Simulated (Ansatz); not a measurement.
# H4SSi2: interaction energy of a dimer with the counterpoise correction in Python

The task is the interaction energy of a dimer with the counterpoise correction, for H4SSi2. SMILES: [SiH2]1[SiH2]S1.

Computed with Ansatz 0.2.0, driven from Python. Level of theory: MP2/cc-pVDZ.

**1. Starting point**

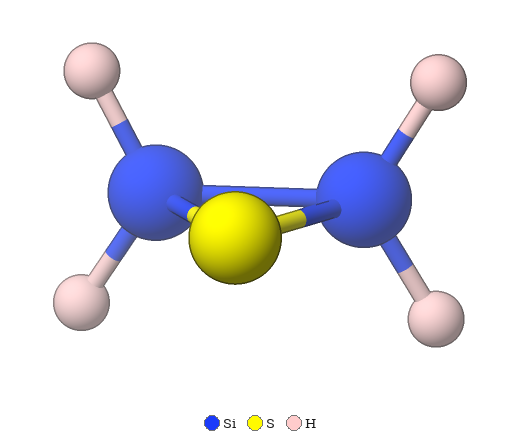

The starting structure, viewed from a chosen angle; silicon blue, sulfur yellow, hydrogen pink.

The script holds or builds the structure itself.

**2. Script**

The input, dimer_h4ssi2.py:

```python
"""Binding of a H4SSi2 dimer at a trial geometry."""

import logging
import sys

import ansatz

logging.basicConfig(stream=sys.stdout, format="%(name)s: %(message)s")
logger = logging.getLogger("run")
logger.setLevel(logging.INFO)

FIRST = [
    ("Si", (-0.8773, -0.1618, -0.6504)),
    ("Si", (0.7797, 0.4797, 0.6464)),
    ("S", (0.4305, -1.5635, 0.0812)),
    ("H", (-2.1951, -0.3472, -0.0747)),
    ("H", (-0.796, -0.0367, -2.1592)),
    ("H", (0.5802, 0.6573, 2.1108)),
    ("H", (2.0783, 0.972, 0.0456)),
]
SECOND = [
    ("Si", (3.0202, 1.3027, -4.5931)),
    ("Si", (1.6487, 1.6371, -2.906)),
    ("S", (1.0013, 1.4148, -4.9426)),
    ("H", (3.7021, 2.4367, -5.1858)),
    ("H", (3.5777, -0.0736, -4.8994)),
    ("H", (1.3619, 3.0126, -2.4146)),
    ("H", (1.1582, 0.4729, -2.0732)),
]

def energy(atoms, ghosts=()):
    molecule = ansatz.Crystal.molecule()
    for symbol, xyz in atoms:
        molecule = molecule.atom(symbol, xyz)
    calc = (
        molecule.calculation()
        .basis(gaussian="cc-pVDZ")
        .correlation("mp2")  # correlation on top of the mean field
    )
    deck = calc.input()
    if ghosts:
        deck = deck.set(ansatz.key.basis.gaussian.ghost_atoms, [{"symbol": s, "position_ang": list(xyz)} for s, xyz in ghosts])
    return ansatz.Session.from_dict(deck).plan().execute().report["free_energy_ev"]

# monomers in their own basis and in the basis of the dimer
both = energy(FIRST + SECOND)
alone = energy(FIRST) + energy(SECOND)
ghosted = energy(FIRST, SECOND) + energy(SECOND, FIRST)
logger.info(f"dimer {both:.6f} eV")
logger.info(f"interaction, uncorrected   {23.060548 * (both - alone):8.3f} kcal/mol")
logger.info(f"interaction, counterpoise  {23.060548 * (both - ghosted):8.3f} kcal/mol")
logger.info(f"basis-set superposition    {23.060548 * (alone - ghosted):8.3f} kcal/mol")
```

**3. The input behind the calls**

The package turns the script's settings into the engine's input (first run):

```yaml
crystal:
  periodic: [false, false, false]
  atoms:
    - { symbol: Si, position_ang: [-0.8773, -0.1618, -0.6504] }
    - { symbol: Si, position_ang: [0.7797, 0.4797, 0.6464] }
    - { symbol: S, position_ang: [0.4305, -1.5635, 0.0812] }
    - { symbol: H, position_ang: [-2.1951, -0.3472, -0.0747] }
    - { symbol: H, position_ang: [-0.796, -0.0367, -2.1592] }
    - { symbol: H, position_ang: [0.5802, 0.6573, 2.1108] }
    - { symbol: H, position_ang: [2.0783, 0.972, 0.0456] }
    - { symbol: Si, position_ang: [3.0202, 1.3027, -4.5931] }
    - { symbol: Si, position_ang: [1.6487, 1.6371, -2.906] }
    - { symbol: S, position_ang: [1.0013, 1.4148, -4.9426] }
    - { symbol: H, position_ang: [3.7021, 2.4367, -5.1858] }
    - { symbol: H, position_ang: [3.5777, -0.0736, -4.8994] }
    - { symbol: H, position_ang: [1.3619, 3.0126, -2.4146] }
    - { symbol: H, position_ang: [1.1582, 0.4729, -2.0732] }
basis:
  gaussian:
    orbitals: cc-pVDZ
correlation:
  method: mp2
```

**4. Running it**

Started as:

```
python dimer_h4ssi2.py
```

What it wrote:

```text
run: dimer -53228.231626 eV
run: interaction, uncorrected      3.102 kcal/mol
run: interaction, counterpoise     4.793 kcal/mol
run: basis-set superposition       1.691 kcal/mol
```

Run time: 29 s. Hardware: 1 thread of AMD EPYC 7R43 (Zen 3), shared host; peak memory 0.46 GiB.

**5. Inputs of later runs**

The engine's inputs for some of the other runs:

Run 3, against run 1:

```diff
@@ -4,7 +3,0 @@
-    - { symbol: Si, position_ang: [-0.8773, -0.1618, -0.6504] }
-    - { symbol: Si, position_ang: [0.7797, 0.4797, 0.6464] }
-    - { symbol: S, position_ang: [0.4305, -1.5635, 0.0812] }
-    - { symbol: H, position_ang: [-2.1951, -0.3472, -0.0747] }
-    - { symbol: H, position_ang: [-0.796, -0.0367, -2.1592] }
-    - { symbol: H, position_ang: [0.5802, 0.6573, 2.1108] }
-    - { symbol: H, position_ang: [2.0783, 0.972, 0.0456] }
```

Run 4, against run 1:

```diff
@@ -11,7 +10,0 @@
-    - { symbol: Si, position_ang: [3.0202, 1.3027, -4.5931] }
-    - { symbol: Si, position_ang: [1.6487, 1.6371, -2.906] }
-    - { symbol: S, position_ang: [1.0013, 1.4148, -4.9426] }
-    - { symbol: H, position_ang: [3.7021, 2.4367, -5.1858] }
-    - { symbol: H, position_ang: [3.5777, -0.0736, -4.8994] }
-    - { symbol: H, position_ang: [1.3619, 3.0126, -2.4146] }
-    - { symbol: H, position_ang: [1.1582, 0.4729, -2.0732] }
@@ -20,0 +14,8 @@
+    ghost_atoms:
+      - { symbol: Si, position_ang: [3.0202, 1.3027, -4.5931] }
+      - { symbol: Si, position_ang: [1.6487, 1.6371, -2.906] }
+      - { symbol: S, position_ang: [1.0013, 1.4148, -4.9426] }
+      - { symbol: H, position_ang: [3.7021, 2.4367, -5.1858] }
+      - { symbol: H, position_ang: [3.5777, -0.0736, -4.8994] }
+      - { symbol: H, position_ang: [1.3619, 3.0126, -2.4146] }
+      - { symbol: H, position_ang: [1.1582, 0.4729, -2.0732] }
```

Run 5, against run 1:

```diff
@@ -4,7 +3,0 @@
-    - { symbol: Si, position_ang: [-0.8773, -0.1618, -0.6504] }
-    - { symbol: Si, position_ang: [0.7797, 0.4797, 0.6464] }
-    - { symbol: S, position_ang: [0.4305, -1.5635, 0.0812] }
-    - { symbol: H, position_ang: [-2.1951, -0.3472, -0.0747] }
-    - { symbol: H, position_ang: [-0.796, -0.0367, -2.1592] }
-    - { symbol: H, position_ang: [0.5802, 0.6573, 2.1108] }
-    - { symbol: H, position_ang: [2.0783, 0.972, 0.0456] }
@@ -20,0 +14,8 @@
+    ghost_atoms:
+      - { symbol: Si, position_ang: [-0.8773, -0.1618, -0.6504] }
+      - { symbol: Si, position_ang: [0.7797, 0.4797, 0.6464] }
+      - { symbol: S, position_ang: [0.4305, -1.5635, 0.0812] }
+      - { symbol: H, position_ang: [-2.1951, -0.3472, -0.0747] }
+      - { symbol: H, position_ang: [-0.796, -0.0367, -2.1592] }
+      - { symbol: H, position_ang: [0.5802, 0.6573, 2.1108] }
+      - { symbol: H, position_ang: [2.0783, 0.972, 0.0456] }
```

Lines on the test bed's own set-up are left out of the output.

**6. The runs side by side**

One row for each of the 5 runs:

| run | system | ghost atoms | energy (eV) | iterations in all | CPU time (s) |
| --- | --- | --- | --- | --- | --- |
| 1 | H8S2Si4 | not set | -53228.2316 | 11 | 13 |
| 2 | H4SSi2 | not set | -26614.1829 | 11 | 1.5 |
| 3 | H4SSi2 | not set | -26614.1832 | 11 | 1.6 |
| 4 | H4SSi2 | a list of 7 | -26614.2267 | 13 | 5.7 |
| 5 | H4SSi2 | a list of 7 | -26614.2127 | 13 | 6.7 |

Totals carry meaning only in balanced differences at one level of theory.

**7. Summary of results**

```
                        quantity           value
 interaction energy, uncorrected  3.102 kcal/mol
interaction energy, counterpoise  4.793 kcal/mol
                   runs compared               5
```

In words: The pair is unbound at this geometry and level. Uncorrected it is 3.102 kcal/mol, with the counterpoise correction 4.793 kcal/mol; the difference, 1.69 kcal/mol, is the superposition error. The pose is repulsive. The dimer is a generated trial pose of unrelaxed monomers, not a minimum, so the figure is no binding energy, and the basis set is small.
